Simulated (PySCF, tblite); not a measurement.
# CH9B3S2Si: geometry, infrared bands and NMR shifts

Wanted: the infrared bands and NMR shifts of CH9B3S2Si (`BSBCBS[SiH3]`), by calculation.

The runs use tblite 0.8.0 and PySCF 2.14.0, with density-fitted response routines of our own; the level of theory stands in each step. All values are computed, except where a source is named. Atoms count from 0, in the outputs and in this text.

### 1 The molecule as given

16 atoms, charge 0, multiplicity 1; geometry from: force field or distance geometry start.

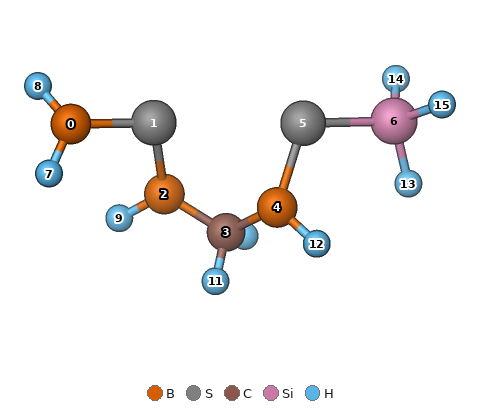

As it starts; boron orange, sulfur grey, carbon brown, silicon pink, hydrogen blue, atoms numbered.

### 2 Geometry optimisation with GFN2-xTB

What the job is given:

```
{"job": {"kind": "relax", "xc": "GFN2-xTB", "basis": "xTB"}, "charge": 0, "multiplicity": 1}
B     -3.779900     1.053500     0.569900
S     -1.933800     1.034200     0.236600
B     -1.498800    -0.741800    -0.253100
C     -0.151500    -1.433900     0.128600
B      0.768000    -0.514100     1.059800
S      1.264700     1.231600     0.517200
Si     3.328600     1.136400    -0.118000
H     -4.237300     0.073200     1.038700
H     -4.436800     1.618200    -0.241500
H     -2.371800    -1.459600    -0.652000
H      0.391400    -1.800400    -0.746800
H     -0.393100    -2.332400     0.777200
H      1.594600    -1.095900     1.685700
H      3.751000    -0.267300    -0.101900
H      3.505300     1.634400    -1.484700
H      4.191900     1.872800     0.840500
```

On the command line:

```
$ OMP_NUM_THREADS=1 python probes_run.py task.json out
```

One launch serves the whole session: the jobs run in the order shown.

**Question.** This job is followed by: GFN2-xTB harmonic vibrations, gas phase; GIAO PBE0/pcSseg-1 NMR shielding, non-relativistic, gas phase. Predict these results of the whole session: strongest single infrared mode (GFN2-xTB); zero-point energy (GFN2-xTB); ¹³C shifts against TMS (PBE0/pcSseg-1); ¹H shifts against TMS (PBE0/pcSseg-1, means over atoms taken as alike); ¹¹B shifts against BF3·OEt2 (PBE0/pcSseg-1); ³³S shifts against CS2 (PBE0/pcSseg-1); ²⁹Si shifts against TMS (PBE0/pcSseg-1).

As calculated:

| quantity | value |
| --- | --- |
| strongest single infrared mode (GFN2-xTB) | 763 cm⁻¹, 453 km/mol |
| zero-point energy (GFN2-xTB) | 63.0 kcal/mol |
| ¹³C shifts against TMS (PBE0/pcSseg-1) | 50.1 ppm |
| ¹H shifts against TMS (PBE0/pcSseg-1, means over atoms taken as alike) | 7.73, 7.62, 7.27, 4.69, 3.08 ppm |
| ¹¹B shifts against BF3·OEt2 (PBE0/pcSseg-1) | 79.0, 76.3, 71.4 ppm |
| ³³S shifts against CS2 (PBE0/pcSseg-1) | 197, -32 ppm |
| ²⁹Si shifts against TMS (PBE0/pcSseg-1) | -54.9 ppm |

Relaxing lowered the energy by 1.742 eV in 239 steps; the close pair that moved most is B4–S5, from 1.894 to 1.769 Å. All 42 modes are real, so the xTB geometry is a minimum. The strongest single mode, at 763 cm⁻¹, has its largest shares on H14, H15 and H13 (the list is cut at 3 atoms). GFN2-xTB is a fitted tight-binding method: band positions and strengths are rough. Its intensities can rank the bands wrongly. At PBE0/pcSseg-1: The widest tensor belongs to S1: span 736 ppm, with a paramagnetic part of -754 ppm.
